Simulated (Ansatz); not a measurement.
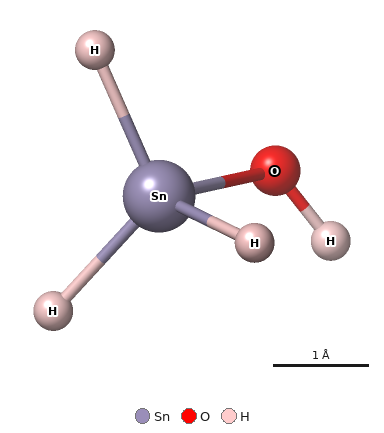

The starting structure (ball-and-stick view, seen at a tilt). Sticks mark near contacts.

# SnH₄O: geometry relaxation

- system: SnH₄O
- method: RKS PBE0-D4/def2-TZVP (Ansatz 0.2.0)

Figures and captions count atoms from 1; the log counts them from 0 in places.

**What the program printed**
```
Functional definition: PBE0
  name "PBE0"
  cite "Adamo & Barone, J. Chem. Phys. 110, 6158 (1999) doi:10.1063/1.478522"
  cite "Perdew, Burke & Ernzerhof, Phys. Rev. Lett. 77, 3865 (1996) doi:10.1103/PhysRevLett.77.3865"
  parent pbe
  parameter a = 0.25
  parameter kappa = 0.804
  parameter beta = 0.06672455060314922
  exchange = (1 - a)*pbe_x(kappa = kappa, mu = beta*pi^2/3) + a*exact_x
  correlation = pbe_c(beta = beta)
788 factors; their error is unknown
mean field evaluation 1: about -7936.6580 eV, gradient 5.7e1 eV
mean field evaluation 2: about -7913.3719 eV, gradient 1.2e2 eV
mean field evaluation 4: about -7942.0608 eV, gradient 2.4e0 eV
mean field evaluation 8: about -7942.0721 eV, gradient 2.4e-2 eV
mean field evaluation 16: about -7942.1514 eV, gradient 8.0e-6 eV
mean field -7942.15139560 eV, -291.8686804046 hartree, gradient 8.1e-6 eV, S^2 0.000000; 0 other end points of the search recorded, 0 dependent functions left out
the calculation of the forces begins
reference -7942.15142971 eV, -291.8686816582 hartree; 17, 17 occupied and 88, 88 virtual orbitals, 788 factors
relax step   1: F+E_penalty+E_count = -7942.21461762 eV  Δ(F+E_penalty+E_count) = +0.000e0 eV  max|allowed force component| = 5.994e-1 eV/Å  Δτ_max = 0.0000 Å  (25 SCF iters, accepted)
these checks for a lower state are left out or cut short: starts, cluster_reference, orbital_swaps, neighbouring_geometries, increment
788 factors; their error is unknown
mean field -7942.16461822 eV, -291.8691663272 hartree, gradient 1.8e-5 eV, S^2 0.000000; 0 other end points of the search recorded, 0 dependent functions left out
the calculation of the forces begins
reference -7942.16465228 eV, -291.8691675786 hartree; 17, 17 occupied and 88, 88 virtual orbitals, 788 factors
relax step   2: F+E_penalty+E_count = -7942.22781938 eV  Δ(F+E_penalty+E_count) = -1.320e-2 eV  max|allowed force component| = 1.236e-1 eV/Å  Δτ_max = 0.0684 Å  (29 SCF iters, accepted)
these checks for a lower state are left out or cut short: starts, cluster_reference, orbital_swaps, neighbouring_geometries, increment
788 factors; their error is unknown
mean field -7942.16907609 eV, -291.8693301507 hartree, gradient 1.7e-5 eV, S^2 0.000000; 0 other end points of the search recorded, 0 dependent functions left out
the calculation of the forces begins
reference -7942.16911010 eV, -291.8693314006 hartree; 17, 17 occupied and 88, 88 virtual orbitals, 788 factors
relax step   3: F+E_penalty+E_count = -7942.23238643 eV  Δ(F+E_penalty+E_count) = -4.567e-3 eV  max|allowed force component| = 1.565e-2 eV/Å  Δτ_max = 0.0322 Å  (30 SCF iters, accepted)
these checks for a lower state are left out or cut short: starts, cluster_reference, orbital_swaps, neighbouring_geometries, increment
788 factors; their error is unknown
mean field evaluation 32: about -7942.0878 eV, gradient 4.8e-1 eV
mean field -7942.16916946 eV, -291.8693335819 hartree, gradient 1.7e-5 eV, S^2 0.000000; 0 other end points of the search recorded, 0 dependent functions left out
the calculation of the forces begins
reference -7942.16920347 eV, -291.8693348317 hartree; 17, 17 occupied and 88, 88 virtual orbitals, 788 factors
relax step   4: F+E_penalty+E_count = -7942.23247868 eV  Δ(F+E_penalty+E_count) = -9.225e-5 eV  max|allowed force component| = 4.739e-3 eV/Å  Δτ_max = 0.0060 Å  (30 SCF iters, accepted)
these checks for a lower state are left out or cut short: starts, cluster_reference, orbital_swaps, neighbouring_geometries, increment
788 factors; their error is unknown
mean field -7942.16923415 eV, -291.8693359595 hartree, gradient 1.7e-5 eV, S^2 0.000000; 0 other end points of the search recorded, 0 dependent functions left out
the calculation of the forces begins
reference -7942.16926816 eV, -291.8693372093 hartree; 17, 17 occupied and 88, 88 virtual orbitals, 788 factors
relax step   5: F+E_penalty+E_count = -7942.23254311 eV  Δ(F+E_penalty+E_count) = -6.443e-5 eV  max|allowed force component| = 1.187e-2 eV/Å  Δτ_max = 0.0097 Å  (30 SCF iters, accepted)
these checks for a lower state are left out or cut short: starts, cluster_reference, orbital_swaps, neighbouring_geometries, increment
788 factors; their error is unknown
mean field -7942.16929917 eV, -291.8693383487 hartree, gradient 1.7e-5 eV, S^2 0.000000; 0 other end points of the search recorded, 0 dependent functions left out
the calculation of the forces begins
reference -7942.16933318 eV, -291.8693395985 hartree; 17, 17 occupied and 88, 88 virtual orbitals, 788 factors
relax step   6: F+E_penalty+E_count = -7942.23260771 eV  Δ(F+E_penalty+E_count) = -6.460e-5 eV  max|allowed force component| = 6.559e-2 eV/Å  Δτ_max = 0.0223 Å  (29 SCF iters, accepted)
these checks for a lower state are left out or cut short: starts, cluster_reference, orbital_swaps, neighbouring_geometries, increment
788 factors; their error is unknown
mean field -7942.16770179 eV, -291.8692796463 hartree, gradient 1.7e-5 eV, S^2 0.000000; 0 other end points of the search recorded, 0 dependent functions left out
the calculation of the forces begins
reference -7942.16773576 eV, -291.8692808946 hartree; 17, 17 occupied and 88, 88 virtual orbitals, 788 factors
relax step   7: F+E_penalty+E_count = -7942.23100419 eV  Δ(F+E_penalty+E_count) = +1.604e-3 eV  max|allowed force component| = 4.174e-1 eV/Å  Δτ_max = 0.0110 Å  (30 SCF iters, rejected (line search))
these checks for a lower state are left out or cut short: starts, cluster_reference, orbital_swaps, neighbouring_geometries, increment
788 factors; their error is unknown
mean field evaluation 64: about -7942.1694 eV, gradient 3.0e-3 eV
mean field -7942.16936926 eV, -291.8693409247 hartree, gradient 1.7e-5 eV, S^2 0.000000; 0 other end points of the search recorded, 0 dependent functions left out
the calculation of the forces begins
reference -7942.16940327 eV, -291.8693421743 hartree; 17, 17 occupied and 88, 88 virtual orbitals, 788 factors
relax step   8: F+E_penalty+E_count = -7942.23267776 eV  Δ(F+E_penalty+E_count) = -7.005e-5 eV  max|allowed force component| = 1.508e-3 eV/Å  Δτ_max = 0.0052 Å  (30 SCF iters, accepted)
these checks for a lower state are left out or cut short: starts, cluster_reference, orbital_swaps, neighbouring_geometries, increment
788 factors; their error is unknown
mean field -7942.16938392 eV, -291.8693414635 hartree, gradient 1.7e-5 eV, S^2 0.000000; 0 other end points of the search recorded, 0 dependent functions left out
the calculation of the forces begins
reference -7942.16941792 eV, -291.8693427129 hartree; 17, 17 occupied and 88, 88 virtual orbitals, 788 factors
relax step   9: F+E_penalty+E_count = -7942.23269188 eV  Δ(F+E_penalty+E_count) = -1.412e-5 eV  max|allowed force component| = 2.448e-3 eV/Å  Δτ_max = 0.0074 Å  (30 SCF iters, accepted)
these checks for a lower state are left out or cut short: starts, cluster_reference, orbital_swaps, neighbouring_geometries, increment
788 factors; their error is unknown
mean field -7942.16936432 eV, -291.8693407430 hartree, gradient 1.7e-5 eV, S^2 0.000000; 0 other end points of the search recorded, 0 dependent functions left out
the calculation of the forces begins
reference -7942.16939831 eV, -291.8693419920 hartree; 17, 17 occupied and 88, 88 virtual orbitals, 788 factors
relax step  10: F+E_penalty+E_count = -7942.23267242 eV  Δ(F+E_penalty+E_count) = +1.946e-5 eV  max|allowed force component| = 2.177e-2 eV/Å  Δτ_max = 0.0161 Å  (29 SCF iters, rejected (line search))
these checks for a lower state are left out or cut short: starts, cluster_reference, orbital_swaps, neighbouring_geometries, increment
788 factors; their error is unknown
mean field -7942.16938954 eV, -291.8693416699 hartree, gradient 1.7e-5 eV, S^2 0.000000; 0 other end points of the search recorded, 0 dependent functions left out
the calculation of the forces begins
reference -7942.16942354 eV, -291.8693429191 hartree; 17, 17 occupied and 88, 88 virtual orbitals, 788 factors
relax step  11: F+E_penalty+E_count = -7942.23269777 eV  Δ(F+E_penalty+E_count) = -5.884e-6 eV  max|allowed force component| = 3.528e-3 eV/Å  Δτ_max = 0.0079 Å  (30 SCF iters, accepted)
788 factors; their error is unknown
mean field evaluation 96: about -7915.4081 eV, gradient 1.2e2 eV
```

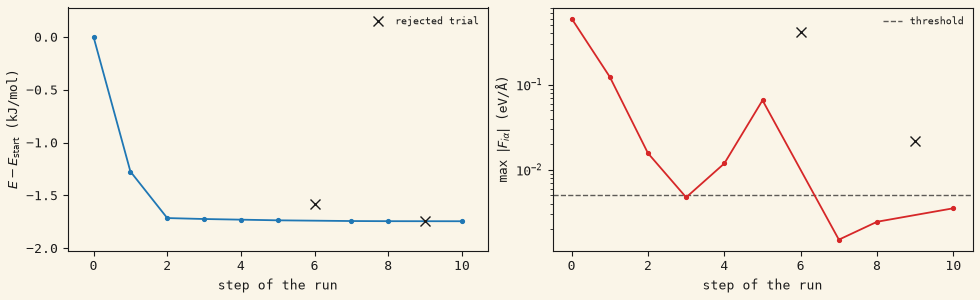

Progress of the relaxation, step by step (the first geometry is step 0 here and step 1 in the log).

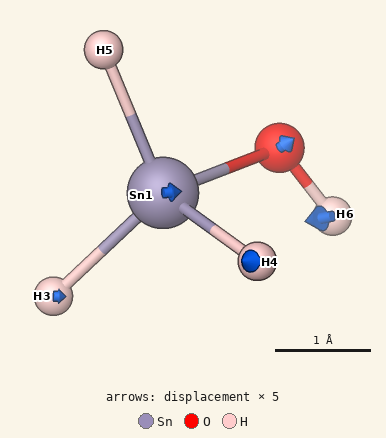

The starting structure with the displacements as blue arrows, magnified 5 times (ball-and-stick view, seen at a tilt). The two geometries are laid on each other by the best rigid fit. The largest move after the best rigid fit is that of H6, 0.077 Å. By element the largest moves are H 0.077 Å, O 0.044 Å, Sn 0.044 Å. Among the contacts that change: Sn1–O2 1.998 → 1.970 Å, Sn1–H3 1.701 → 1.709 Å, Sn1–H5 1.692 → 1.698 Å. Among the angles that change: O2–Sn1–H4 105.4° → 108.5°. After 10 geometry steps the energy has fallen by 1.74 kJ/mol. The largest force component goes from 0.6 to 0.0035 eV/Å. The line search rejected the trial steps at points 6, 9 (counted from 0) and went back. (Atoms are counted from 1 in the order of the input.)

```
mean field -7942.16938954 eV, -291.8693416699 hartree, gradient 1.7e-5 eV, S^2 0.000000; 1 other end points of the search recorded, 0 dependent functions left out
the calculation of the forces begins
reference -7942.16942354 eV, -291.8693429191 hartree; 17, 17 occupied and 88, 88 virtual orbitals, 788 factors
Total energy: -7942.23273176 eV, -291.8716694535 hartree
Atom 0 at     0.214995    -0.999357     0.373190 Å, force     0.000624     0.000689    -0.000426 eV/Å
Atom 1 at     0.604389     0.670004    -0.597148 Å, force    -0.000161    -0.001624    -0.002806 eV/Å
Atom 2 at    -1.308092    -1.581438    -0.139709 Å, force     0.000396    -0.000234     0.000276 eV/Å
Atom 3 at     1.447592    -2.130289     0.022019 Å, force    -0.000339    -0.000494    -0.000381 eV/Å
Atom 4 at     0.217463    -0.510020     1.999422 Å, force    -0.000440     0.000649    -0.000190 eV/Å
Atom 5 at     0.638145     0.555293    -1.549068 Å, force    -0.000079     0.001013     0.003528 eV/Å
Dipole moment:    -0.060836    -0.336764    -0.103956 e Å
```

**Trajectory as extended XYZ (Å, eV, eV/Å), 11 frames, from step=1 to step=11**
```
6
Properties=species:S:1:pos:R:3:forces:R:3 step=1 energy=-7942.21462
Sn    0.1876   -1.0227    0.3980    0.2429   0.5994  -0.5259
O     0.5620    0.6629   -0.6071   -0.1144  -0.2877   0.3134
H    -1.3290   -1.5906   -0.1237   -0.0710  -0.0713   0.0394
H     1.4514   -2.0875   -0.0197   -0.0055  -0.1148   0.0620
H     0.2275   -0.5027    2.0080   -0.0264  -0.0211   0.0674
H     0.7150    0.5448   -1.5469   -0.0256  -0.1045   0.0437
6
Properties=species:S:1:pos:R:3:forces:R:3 step=2 energy=-7942.22782
Sn    0.2132   -0.9908    0.3568   -0.0386  -0.0707   0.1085
O     0.5626    0.6953   -0.6048    0.0061  -0.1236   0.0164
H    -1.3154   -1.6083   -0.1032    0.0242   0.0456  -0.0504
H     1.4367   -2.1431    0.0173   -0.0143   0.1027  -0.0397
H     0.2190   -0.5132    1.9877    0.0213   0.0229  -0.0056
H     0.6984    0.5643   -1.5452    0.0013   0.0230  -0.0292
6
Properties=species:S:1:pos:R:3:forces:R:3 step=3 energy=-7942.23239
Sn    0.2059   -0.9988    0.3720   -0.0139   0.0065   0.0157
O     0.5654    0.6759   -0.5999    0.0082  -0.0013  -0.0129
H    -1.3193   -1.5938   -0.1214    0.0100   0.0011   0.0044
H     1.4445   -2.1164    0.0011    0.0027  -0.0036   0.0007
H     0.2236   -0.5075    1.9983   -0.0029  -0.0103  -0.0074
H     0.6944    0.5448   -1.5414   -0.0041   0.0076  -0.0005
6
Properties=species:S:1:pos:R:3:forces:R:3 step=4 energy=-7942.23248
Sn    0.2066   -0.9978    0.3725    0.0013   0.0025  -0.0023
O     0.5701    0.6757   -0.6009    0.0038  -0.0033  -0.0028
H    -1.3175   -1.5926   -0.1213   -0.0015  -0.0005  -0.0020
H     1.4446   -2.1170    0.0031    0.0008  -0.0010   0.0018
H     0.2216   -0.5104    1.9993    0.0002   0.0006   0.0012
H     0.6892    0.5463   -1.5441   -0.0047   0.0018   0.0041
6
Properties=species:S:1:pos:R:3:forces:R:3 step=5 energy=-7942.23254
Sn    0.2077   -0.9975    0.3726    0.0074  -0.0039  -0.0038
O     0.5776    0.6748   -0.6003    0.0012  -0.0017  -0.0087
H    -1.3160   -1.5911   -0.1237   -0.0032   0.0009  -0.0043
H     1.4451   -2.1187    0.0065   -0.0012  -0.0004   0.0019
H     0.2202   -0.5113    1.9995    0.0007   0.0040   0.0030
H     0.6798    0.5480   -1.5459   -0.0049   0.0011   0.0119
6
Properties=species:S:1:pos:R:3:forces:R:3 step=6 energy=-7942.23261
Sn    0.2113   -0.9979    0.3730    0.0090  -0.0091  -0.0042
O     0.5924    0.6727   -0.5984    0.0027  -0.0061  -0.0621
H    -1.3118   -1.5864   -0.1311   -0.0035   0.0013  -0.0046
H     1.4464   -2.1243    0.0144   -0.0030   0.0015   0.0016
H     0.2180   -0.5117    1.9998    0.0013   0.0056   0.0038
H     0.6581    0.5518   -1.5491   -0.0064   0.0069   0.0656
6
Properties=species:S:1:pos:R:3:forces:R:3 step=7 energy=-7942.23100 accepted=F
Sn    0.2140   -0.9996    0.3704   -0.0173   0.0168   0.0337
O     0.5936    0.6727   -0.5987   -0.0216   0.0271   0.3984
H    -1.3102   -1.5845   -0.1362    0.0035  -0.0003  -0.0009
H     1.4463   -2.1293    0.0178    0.0090  -0.0019  -0.0072
H     0.2201   -0.5066    1.9963   -0.0012  -0.0085  -0.0065
H     0.6508    0.5515   -1.5409    0.0276  -0.0331  -0.4174
6
Properties=species:S:1:pos:R:3:forces:R:3 step=8 energy=-7942.23268
Sn    0.2126   -0.9987    0.3730    0.0006  -0.0009  -0.0001
O     0.5945    0.6720   -0.5979    0.0008  -0.0015  -0.0009
H    -1.3107   -1.5848   -0.1341   -0.0007  -0.0001  -0.0011
H     1.4467   -2.1264    0.0162    0.0000   0.0000   0.0006
H     0.2184   -0.5102    1.9995    0.0005   0.0010   0.0004
H     0.6531    0.5524   -1.5480   -0.0012   0.0014   0.0012
6
Properties=species:S:1:pos:R:3:forces:R:3 step=9 energy=-7942.23269
Sn    0.2135   -0.9991    0.3730    0.0024   0.0007   0.0009
O     0.5994    0.6711   -0.5973   -0.0004  -0.0024  -0.0006
H    -1.3096   -1.5835   -0.1369   -0.0003   0.0004  -0.0004
H     1.4470   -2.1284    0.0192   -0.0003  -0.0004  -0.0004
H     0.2183   -0.5098    1.9991   -0.0010   0.0002   0.0006
H     0.6459    0.5539   -1.5483   -0.0005   0.0014   0.0000
6
Properties=species:S:1:pos:R:3:forces:R:3 step=10 energy=-7942.23267 accepted=F
Sn    0.2176   -0.9995    0.3738   -0.0079   0.0008  -0.0038
O     0.6098    0.6692   -0.5968    0.0015  -0.0044  -0.0197
H    -1.3054   -1.5796   -0.1416   -0.0012  -0.0011  -0.0009
H     1.4477   -2.1335    0.0233    0.0016   0.0029   0.0036
H     0.2148   -0.5092    1.9997    0.0056  -0.0009  -0.0009
H     0.6300    0.5568   -1.5497    0.0004   0.0028   0.0218
6
Properties=species:S:1:pos:R:3:forces:R:3 step=11 energy=-7942.23270
Sn    0.2150   -0.9994    0.3732    0.0006   0.0007  -0.0004
O     0.6044    0.6700   -0.5971   -0.0002  -0.0016  -0.0028
H    -1.3081   -1.5814   -0.1397    0.0004  -0.0002   0.0003
H     1.4476   -2.1303    0.0220   -0.0003  -0.0005  -0.0004
H     0.2175   -0.5100    1.9994   -0.0004   0.0006  -0.0002
H     0.6381    0.5553   -1.5491   -0.0001   0.0010   0.0035
```

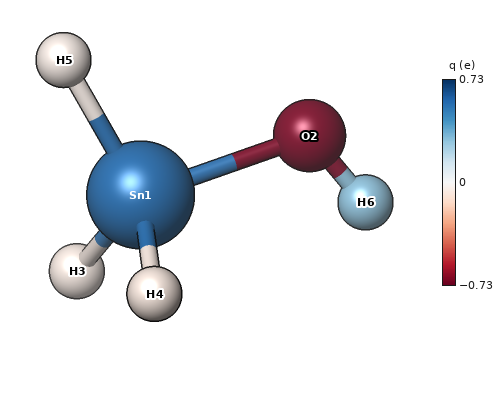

Mulliken charges, as the colour of each atom (ball-and-stick view, seen at a tilt; atoms are numbered from 1 in the order of the input). By element: Sn +0.56, O −0.69 and H −0.06 to +0.31 e.

This output came from the following input.

**Input**
```yaml
crystal:
  periodic: [false, false, false]
  atoms:
    - {symbol: Sn, position_ang: [0.187605, -1.022742, 0.398024]}
    - {symbol: O, position_ang: [0.561984, 0.662932, -0.607109]}
    - {symbol: H, position_ang: [-1.329049, -1.590618, -0.123669]}
    - {symbol: H, position_ang: [1.451437, -2.087484, -0.019700]}
    - {symbol: H, position_ang: [0.227513, -0.502704, 2.008027]}
    - {symbol: H, position_ang: [0.715001, 0.544810, -1.546868]}
basis:
  gaussian: {orbitals: def2-TZVP}
hamiltonian: {xc: pbe0, dispersion: d4}
relax: {f_tol: 0.005, max_steps: 200}
```

Run as:
```bash
ansatz run in.yaml --threads 4 --pin off --events-out ev --progress --plain --max-ram 9574MiB
```

**Summary**

- outcome: converged
- total energy: −7942.2327 eV
- mean-field energy: −7942.1694 eV
- dispersion energy: −0.0633 eV
- SCF solution under orbital rotations: stable
- largest force (length of the vector) at the end: 0.004 eV/Å
- dipole moment: 1.72 D
- hardware: 4 threads of Intel Xeon, 180 GiB of memory available, shared host
- wall time: 19 s (CPU time 33 s)
- peak memory: 0.4 GiB
